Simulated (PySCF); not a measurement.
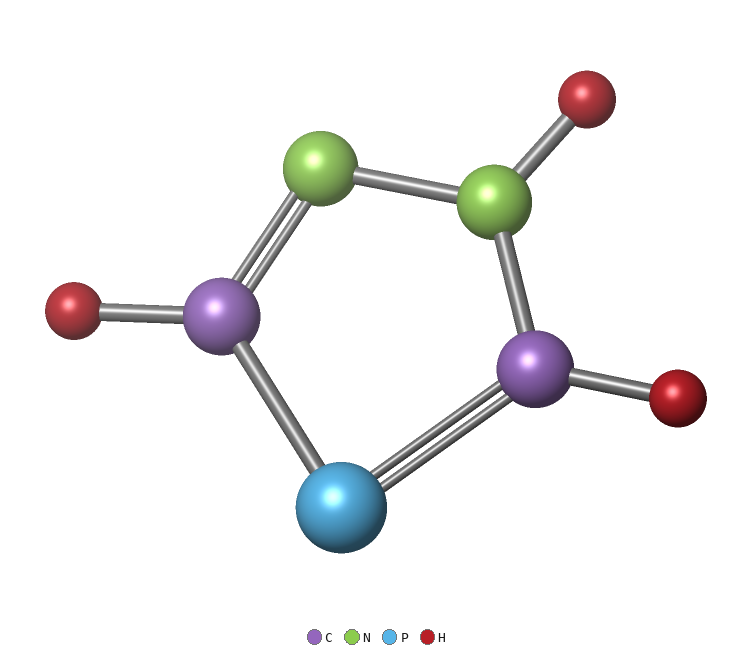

Rendered structure (ball-and-stick style). Double and triple bonds are drawn as two and three sticks.

The computed structure is the end point of a PBE0-D3(BJ)/def2-SVP optimisation. No frequency run is at hand to confirm it as a minimum.

Count the atoms of each element.

Answer. C2H3N2P, 8 atoms: 2 carbon, 3 hydrogen, 2 nitrogen and 1 phosphorus.

Describe its rings.

Answer. Independent rings (smallest set): 1 of 5 members, 1 of them aromatic.

Count the bonded pairs by element.

Answer. 2 C–N, 2 C–P, 2 C–H, 1 N–N, 1 N–H.

How many sets of symmetry-equivalent atoms are there?

Answer. 8: 1 C, 1 N, 1 N, 1 C, 1 P, 1 H, 1 H, 1 H.

The parts below concern this one geometry. Atoms keep their numbers from picture to picture.

### Geometry

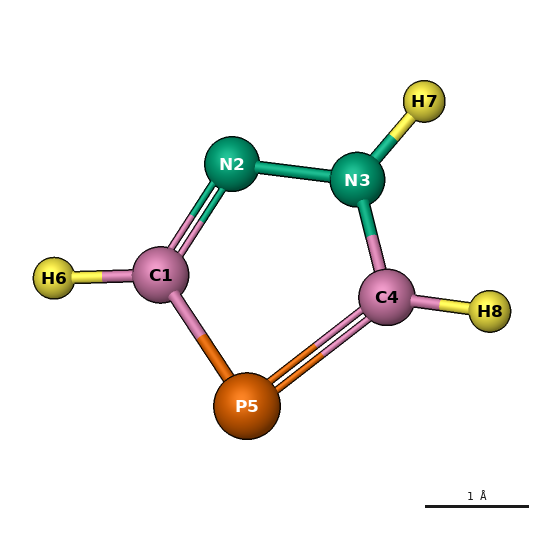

Numbered structure. No frequency run is at hand to confirm it as a minimum.

What is the geometry at N2?

Answer. N2 has 2 neighbours (C1 at 1.32, N3 at 1.32 Å); the arrangement is bent.

Describe the coordination of atom 3.

Answer. N3 has 3 neighbours (N2 at 1.32, C4 at 1.35, H7 at 1.01 Å); the arrangement is trigonal planar.

Describe the coordination of atom 1.

Answer. C1 has 3 neighbours (N2 at 1.32, P5 at 1.77, H6 at 1.09 Å); the arrangement is trigonal planar.

Describe the coordination of atom 5.

Answer. P5 has 2 neighbours (C1 at 1.77, C4 at 1.73 Å); the arrangement is bent.

What is the dihedral angle N2–N3–C4–P5?

Answer. 0° in size, that is syn (eclipsed).

### Ring current

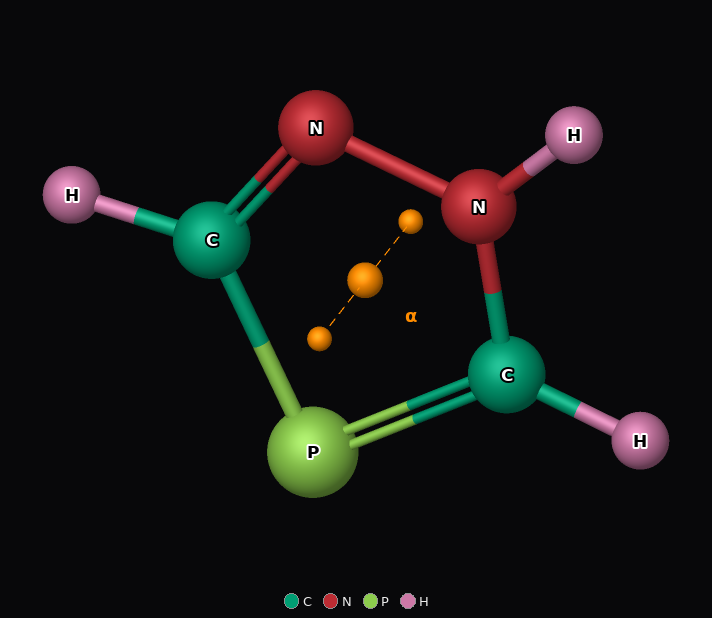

The small points mark where nucleus-independent chemical shifts (NICS) were computed: at the centre of each lettered ring and 1 Å above and below it. No frequency run is at hand to confirm it as a minimum. Level of theory: GIAO PBE0/IGLO-III NMR shielding, non-relativistic, gas phase (PySCF 2.14.0).

Give NICS(0), NICS(1) and the out-of-plane component NICS(1)zz for each ring (means of the two sides).

```
ring  members  NICS(0)  NICS(1)  NICS(1)zz
   α    C2N2P    −13.6    −12.0      −33.6
```

Values in ppm.

What do the values say about the ring currents?

Answer. Ring α: diatropic, as in an aromatic ring. NICS is one index among several.

### NMR shielding

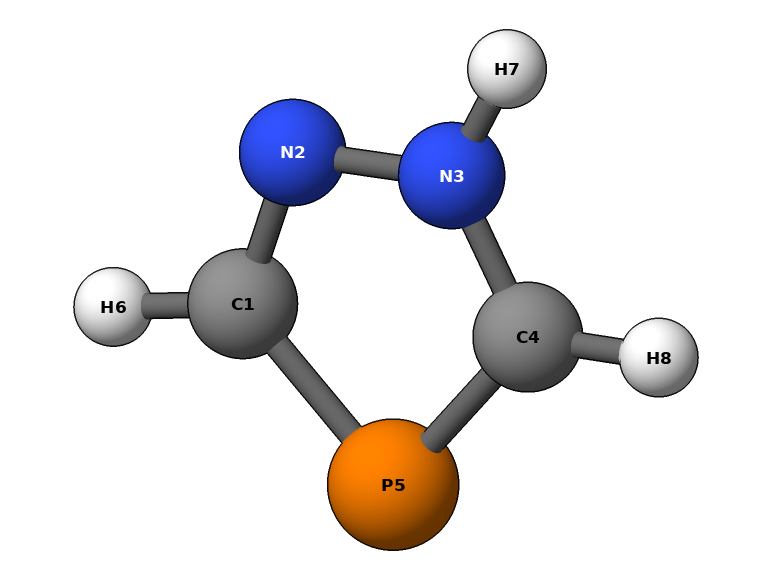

No frequency run is at hand to confirm it as a minimum. Properties computed with GIAO PBE0/cc-pVTZ NMR shielding, non-relativistic, gas phase (PySCF 2.14.0). Principal shieldings σ11 ≤ σ22 ≤ σ33, span Ω = σ33 − σ11, skew κ = 3(σiso − σ22)/Ω.

Give the shielding tensors of the C atoms.

| atom | σ11 | σ22 | σ33 | σiso | Ω | κ |
| --- | --- | --- | --- | --- | --- | --- |
| C1 | −105.6 | 31.1 | 133.2 | 19.6 | 238.8 | −0.14 |
| C4 | −107.4 | 49.7 | 144.0 | 28.8 | 251.4 | −0.25 |

Shieldings and span in ppm.

### Quadrupole coupling

No frequency run is at hand to confirm it as a minimum. Electric field gradients from the ground-state density, PBE0/cc-pVTZ (PySCF 2.14.0), non-relativistic apart from any core potentials.

Give the largest field-gradient component, the quadrupole coupling constant and the asymmetry for 14N at N2 (Q = 20.44 mb), 14N at N3 (Q = 20.44 mb).

```tsv
atom	V_zz (a.u.)	e²qQ/h (MHz)	η
N2	−1.010	−4.85	0.42
N3	−0.566	−2.72	0.52
```
